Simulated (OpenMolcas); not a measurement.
**Run report: SiB⁺, relativistic diatomic calculation (part 2 of 2)**

The same run, continued: SiB⁺. Method: SA-CASSCF(6,8)/XMS-CASPT2 + RASSI spin-orbit (X2C scalar, AMFI), ANO-RCC-VTZP (OpenMolcas).

**The program's output (extracts), continued**
```
++ Dipole transition strengths (spin-free states):
     for osc. strength at least  1.00000000E-05
      From   To        Osc. strength     Einstein coefficients Ax, Ay, Az (sec-1)    Total A (sec-1)
         1    5       2.83694820E-04  7.34328662E+00  8.77643301E+02  0.00000000E+00  8.84986588E+02
         1    6       6.77399606E-05  6.65249321E+03  1.18755303E+04  0.00000000E+00  1.85280235E+04
         1    7       6.73195265E-05  1.18248834E+04  6.62673702E+03  0.00000000E+00  1.84516204E+04
         1    8       6.78147038E-05  2.06448745E+04  1.73033681E+02  0.00000000E+00  2.08179082E+04
         1    3       7.51002842E-03  0.00000000E+00  0.00000000E+00  2.46150942E+06  2.46150942E+06
         1    4       6.95893420E-05  0.00000000E+00  0.00000000E+00  2.28088121E+04  2.28088121E+04
         1    9       5.98187263E-04  1.73866602E+03  2.08636432E+05  0.00000000E+00  2.10375098E+05
         1   10       9.11187368E-04  1.81576771E+05  3.04490422E+05  0.00000000E+00  4.86067193E+05
         1   11       9.12330947E-04  3.05634913E+05  1.81973304E+05  0.00000000E+00  4.87608217E+05
         2    5       2.83686430E-04  8.77617541E+02  7.34085119E+00  0.00000000E+00  8.84958392E+02
         2    6       6.77133667E-05  1.18751191E+04  6.64562595E+03  0.00000000E+00  1.85207451E+04
         2    7       6.73369621E-05  6.63060122E+03  1.18257936E+04  0.00000000E+00  1.84563948E+04
         2    8       6.78626705E-05  1.74779307E+02  2.06578490E+04  0.00000000E+00  2.08326283E+04
         2    3       6.95896702E-05  0.00000000E+00  0.00000000E+00  2.28089137E+04  2.28089137E+04
         2    4       7.50998601E-03  0.00000000E+00  0.00000000E+00  2.46149507E+06  2.46149507E+06
         2    9       5.98194020E-04  2.08638233E+05  1.73919654E+03  0.00000000E+00  2.10377429E+05
         2   10       9.11466772E-04  3.04521511E+05  1.81694643E+05  0.00000000E+00  4.86216154E+05
         2   11       9.10965387E-04  1.81916601E+05  3.04961688E+05  0.00000000E+00  4.86878289E+05
         5    3       1.86699133E-05  1.68752806E-01  4.98340471E+03  0.00000000E+00  4.98357346E+03
         5    4       1.86694713E-05  4.98328585E+03  1.69870197E-01  0.00000000E+00  4.98345572E+03
         5    9       1.86108817E-03  0.00000000E+00  0.00000000E+00  5.37040220E+05  5.37040220E+05
        12   14       1.54601562E-04  1.22695794E+02  1.41596173E+01  0.00000000E+00  1.36855411E+02
        12   15       1.57240648E-04  1.48970350E+01  1.29086791E+02  0.00000000E+00  1.43983826E+02
        12   17       1.84579745E-03  8.26260255E-01  4.48609598E+04  0.00000000E+00  4.48617861E+04
        12   18       3.18358766E-04  4.22359626E+04  7.73594998E-01  0.00000000E+00  4.22367362E+04
        13   14       1.54601525E-04  1.41595995E+01  1.22695751E+02  0.00000000E+00  1.36855351E+02
        13   15       1.57240616E-04  1.29086739E+02  1.48970304E+01  0.00000000E+00  1.43983769E+02
        13   17       1.84579770E-03  4.48609642E+04  8.26255670E-01  0.00000000E+00  4.48617905E+04
        13   18       3.18358626E-04  7.73595579E-01  4.22359433E+04  0.00000000E+00  4.22367169E+04
        16   17       2.08743459E-03  0.00000000E+00  0.00000000E+00  2.98550323E+04  2.98550323E+04
         6    3       5.12264143E-05  3.38946954E+01  9.17114266E+01  0.00000000E+00  1.25606122E+02
         6    4       5.12088482E-05  9.17105747E+01  3.38525339E+01  0.00000000E+00  1.25563109E+02
         6   10       1.00212796E-04  0.00000000E+00  0.00000000E+00  4.30996022E+03  4.30996022E+03
         6   11       1.30075512E-03  0.00000000E+00  0.00000000E+00  5.63203312E+04  5.63203312E+04
         7    3       5.07829824E-05  8.89416601E+01  3.28374138E+01  0.00000000E+00  1.21779074E+02
         7    4       5.07843821E-05  3.28361489E+01  8.89463389E+01  0.00000000E+00  1.21782488E+02
         7   10       1.29256301E-03  0.00000000E+00  0.00000000E+00  5.52973666E+04  5.52973666E+04
         7   11       1.00255176E-04  0.00000000E+00  0.00000000E+00  4.31804162E+03  4.31804162E+03
         8    3       2.55211815E-05  8.68362676E+00  2.04991790E-04  0.00000000E+00  8.68383175E+00
         8    4       2.55203323E-05  2.03583748E-04  8.68335004E+00  0.00000000E+00  8.68355362E+00
         3    9       9.99751978E-05  1.00592254E-03  4.21232143E+01  0.00000000E+00  4.21242202E+01
         3   10       2.23722100E-04  2.60912683E+03  2.96643307E+03  0.00000000E+00  5.57555990E+03
         3   11       2.25164457E-04  3.00970460E+03  2.65155103E+03  0.00000000E+00  5.66125564E+03
         4    9       9.99712209E-05  4.21214792E+01  1.01811100E-03  0.00000000E+00  4.21224973E+01
         4   10       2.23752894E-04  2.96635711E+03  2.60996944E+03  0.00000000E+00  5.57632655E+03
         4   11       2.24993685E-04  2.65164419E+03  3.00531694E+03  0.00000000E+00  5.65696113E+03
 Electric-quadrupole - electric-quadrupole not included
 Electric-dipole - electric-octupole not included
 Electric-dipole - magnetic-quadrupole not included
   Eigenvalues of complex Hamiltonian:
  (Shifted by EMIN (a.u.) =       -313.9373154334)
 SO State       Relative EMIN(au)   Rel lowest level(eV)    D:o, cm**(-1)      Omega
     1            -0.0002175061        0.0000000000              0.0000         0.0
     2            -0.0002093847        0.0002209935              1.7824         0.0
     3            -0.0000054043        0.0057715820             46.5509         1.0
     4            -0.0000053931        0.0057718888             46.5534         1.0
     5             0.0002057477        0.0115173216             92.8935         2.0
     6             0.0002057535        0.0115174797             92.8947         2.0
     7             0.0098526926        0.2740240669           2210.1532         0.0
     8             0.0098535277        0.2740467891           2210.3364         1.0
     9             0.0098535278        0.2740467919           2210.3364         1.0
    10             0.0210477267        0.5786564614           4667.1791         1.0
    11             0.0210477271        0.5786564732           4667.1792         1.0
    12             0.0262939747        0.7214141420           5818.5975         2.0
    13             0.0263835607        0.7238519033           5838.2593         2.0
    14             0.0274527112        0.7529449708           6072.9107         0.0
    15             0.0485528272        1.3271083753          10703.8509         0.0
    16             0.0703459138        1.9201284716          15486.8806         0.0
    17             0.0703460538        1.9201322815          15486.9113         1.0
    18             0.0703460538        1.9201322815          15486.9113         1.0
    19             0.0703464724        1.9201436740          15487.0032         2.0
    20             0.0703464724        1.9201436740          15487.0032         2.0
    21             0.0852920437        2.3268333877          18767.1769         0.0
    22             0.0920139557        2.5097459289          20242.4661         1.0
    23             0.0920139564        2.5097459479          20242.4662         1.0
    24             0.0922632914        2.5165307011          20297.1889         2.0
    25             0.0923598991        2.5191595308          20318.3919         2.0
    26             0.0926082271        2.5259168798          20372.8936         3.0
    27             0.0926082272        2.5259168810          20372.8936         3.0
    28             0.0977419137        2.6656116081          21499.6075         1.0
    29             0.0977419159        2.6656116667          21499.6080         1.0
    30             0.0977491047        2.6658072852          21501.1858         0.0
    31             0.1008113817        2.7491360876          22173.2779         0.0
    32             0.1008233770        2.7494624952          22175.9106         0.0
    33             0.1010070247        2.7544598045          22216.2166         1.0
    34             0.1010070278        2.7544598884          22216.2173         1.0
    35             0.1011929701        2.7595196367          22257.0269         2.0
    36             0.1011930021        2.7595205064          22257.0339         2.0
    37             0.1046258636        2.8529334284          23010.4599         1.0
    38             0.1046258636        2.8529334273          23010.4599         1.0
    39             0.1046260016        2.8529371822          23010.4902         0.0
    40             0.1288469792        3.5120235600          28326.3803         1.9
    41             0.1288469792        3.5120235584          28326.3803         1.9
    42             0.1288515080        3.5121467949          28327.3743         2.0
    43             0.1289746921        3.5154988043          28354.4101         2.0
    44             0.1289807660        3.5156640837          28355.7431         2.6
    45             0.1289807661        3.5156640869          28355.7432         2.6
 Weights of the five most important spin-orbit-free states for each spin-orbit state.
 SO State  Total energy (au)           Spin-free states, spin, and weights
    1        -0.000218       1 1.0  0.4997    2 1.0  0.4997    5 1.0  0.0005   17 0.0  0.0001   16 0.0  0.0000
    2        -0.000209       1 1.0  0.5000    2 1.0  0.5000   18 0.0  0.0000    8 1.0  0.0000    4 1.0  0.0000
    3        -0.000005       1 1.0  0.9996    5 1.0  0.0002   12 0.0  0.0001    2 1.0  0.0000    8 1.0  0.0000
    4        -0.000005       2 1.0  0.9996    5 1.0  0.0002   13 0.0  0.0001    1 1.0  0.0000    8 1.0  0.0000
    5         0.000206       2 1.0  0.5000    1 1.0  0.4999   14 0.0  0.0001    6 1.0  0.0000   19 2.0  0.0000
    6         0.000206       2 1.0  0.5000    1 1.0  0.5000   15 0.0  0.0001    7 1.0  0.0000   19 2.0  0.0000
    7         0.009853       5 1.0  0.9993    1 1.0  0.0002    2 1.0  0.0002   16 0.0  0.0002   17 0.0  0.0000
    8         0.009854       5 1.0  0.9996    2 1.0  0.0002   13 0.0  0.0001    1 1.0  0.0000   12 0.0  0.0000
    9         0.009854       5 1.0  0.9996    1 1.0  0.0002   12 0.0  0.0001    2 1.0  0.0000   13 0.0  0.0000
   10         0.021048      12 0.0  0.9716   13 0.0  0.0282    5 1.0  0.0001    1 1.0  0.0001    2 1.0  0.0000
   11         0.021048      13 0.0  0.9716   12 0.0  0.0282    5 1.0  0.0001    2 1.0  0.0001    1 1.0  0.0000
   12         0.026294      14 0.0  0.9999    2 1.0  0.0000    1 1.0  0.0000    6 1.0  0.0000    7 1.0  0.0000
   13         0.026384      15 0.0  0.9999    2 1.0  0.0000    1 1.0  0.0000    7 1.0  0.0000    6 1.0  0.0000
   14         0.027453      16 0.0  0.9998    5 1.0  0.0002    2 1.0  0.0000    1 1.0  0.0000    3 1.0  0.0000
   15         0.048553      17 0.0  0.9999    5 1.0  0.0000    2 1.0  0.0000    1 1.0  0.0000    4 1.0  0.0000
   16         0.070346      19 2.0  1.0000    8 1.0  0.0000    4 1.0  0.0000    3 1.0  0.0000    2 1.0  0.0000
   17         0.070346      19 2.0  1.0000    8 1.0  0.0000    4 1.0  0.0000    3 1.0  0.0000    2 1.0  0.0000
   18         0.070346      19 2.0  1.0000    8 1.0  0.0000    4 1.0  0.0000    3 1.0  0.0000    2 1.0  0.0000
   19         0.070346      19 2.0  1.0000    4 1.0  0.0000    3 1.0  0.0000    2 1.0  0.0000    1 1.0  0.0000
   20         0.070346      19 2.0  1.0000    4 1.0  0.0000    3 1.0  0.0000    2 1.0  0.0000    1 1.0  0.0000
   21         0.085292      18 0.0  0.9991    8 1.0  0.0008    3 1.0  0.0000    4 1.0  0.0000    1 1.0  0.0000
   22         0.092014       6 1.0  0.5811    7 1.0  0.4185    3 1.0  0.0002    4 1.0  0.0001   10 1.0  0.0000
   23         0.092014       6 1.0  0.5811    7 1.0  0.4185    4 1.0  0.0002    3 1.0  0.0001   10 1.0  0.0000
   24         0.092263       6 1.0  0.9996    3 1.0  0.0002    4 1.0  0.0002   14 0.0  0.0000   15 0.0  0.0000
   25         0.092360       7 1.0  0.9996    4 1.0  0.0002    3 1.0  0.0002   15 0.0  0.0000   14 0.0  0.0000
   26         0.092608       7 1.0  0.5813    6 1.0  0.4187   11 1.0  0.0000   10 1.0  0.0000    4 1.0  0.0000
   27         0.092608       7 1.0  0.5813    6 1.0  0.4187   11 1.0  0.0000   10 1.0  0.0000    3 1.0  0.0000
   28         0.097742       8 1.0  0.9983    4 1.0  0.0010    3 1.0  0.0004    9 1.0  0.0003   19 2.0  0.0000
   29         0.0977
```

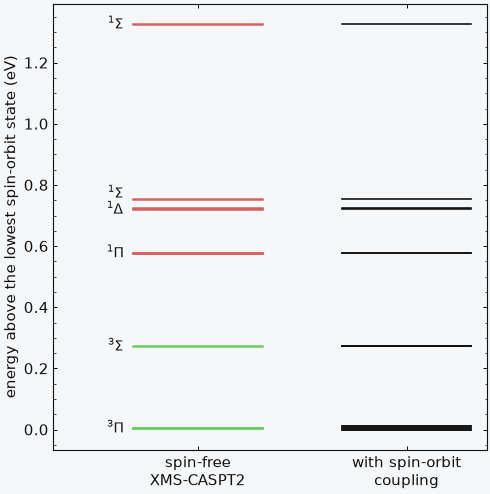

Figure 1. States up to 1.5 eV at 2.119 Å, without spin-orbit coupling (left, a colour for each spin multiplicity) and with it (right, where close levels merge). The spin-free states run ³Π (0.00 eV), ³Σ (0.27 eV), ¹Π (0.57 eV), ¹Δ (0.72 eV), ¹Σ (0.75 eV), ¹Σ (1.32 eV) from the lowest. The lowest spin-orbit levels have |Ω| = 0 (0 cm⁻¹), 0 (2 cm⁻¹), 1 (47 cm⁻¹), 2 (93 cm⁻¹), 0 (2,210 cm⁻¹).

**Key numbers**

```
               quantity                                                                 value
                outcome      converged; components of a degenerate state are split by 27 cm⁻¹
 lowest spin-free state                                                                    ³Π
lowest spin-orbit level                                             Ω = 0, −313.93753 hartree
             next level                                                         Ω = 0, 2 cm⁻¹
               hardware  1 thread of Arm Neoverse V1, 24 GiB of memory available, shared host
              wall time                                                                  31 s
```

**Notes**

Caveats: the two components of ³Δ at 3.51 eV, degenerate in CASSCF as they must be, are split by 27 cm⁻¹ in XMS-CASPT2, an artefact that passes into its spin-orbit levels; 4 of the 45 spin-orbit states have no clean Ω, so their splittings aren't to be trusted.
